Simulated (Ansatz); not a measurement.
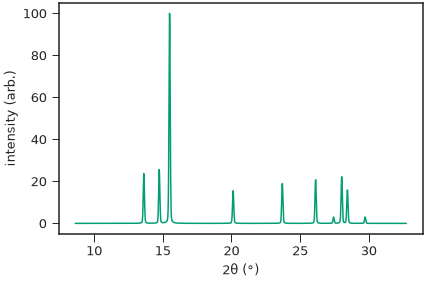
Figure: Simulated powder pattern, Ag Kα, λ = 0.560885 Å

The pattern belongs to a structure relaxed with DFT-r²SCAN+D4 in the program Ansatz with PAW potentials.

Problem. Pick the material that matches.
A) Tc, hcp (Mg type)
B) Gd, hcp (Mg type)
C) Hf, hcp (Mg type)
D) Os, hcp (Mg type)

Solution. A, Tc, hcp (Mg type)

Space group P6_3/mmc (hcp (Mg type)). Symmetry was held in the r²SCAN+D4 relaxation. The run is not spin-polarised. The pairwise dispersion correction was not fitted to metals.

Potentials: the later of the program's two PAW sets.
